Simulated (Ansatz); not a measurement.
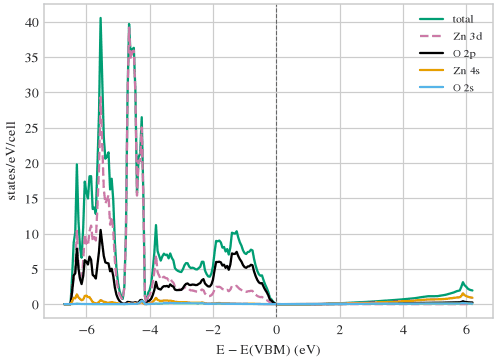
Total and projected density of states of ZnO in space group P4_2/mnm (No. 136; Zn on 4g, O on 4f), plane-wave PAW r²SCAN (Ansatz code)

Task: Which orbitals carry the states next to the gap?

Result: Top 1 eV of the valence band: O 2p 73 %, Zn 3d 25 %. Bottom 1 eV of the conduction band: Zn 4s 60 %, O 2s 21 %, O 2p 15 %. Projections are on Löwdin-orthogonalised atomic valence shells; empty p or d shells of many metals are not among them.

Task: Where is the tallest occupied peak in this window, and what makes it?

Result: Near -5.5 eV, about 41 states/eV per cell; the largest projected share is Zn 3d.

The workflow started from a Materials Project entry (that database holds measured and hypothetical structures alike); the Crystallography Open Database copy checked does not list it. It is not the phase usual at ambient conditions (space group No. 186). Symmetry was held in the r²SCAN relaxation; its stability against distortions is not shown here.

Potentials: the later of the program's two PAW sets.
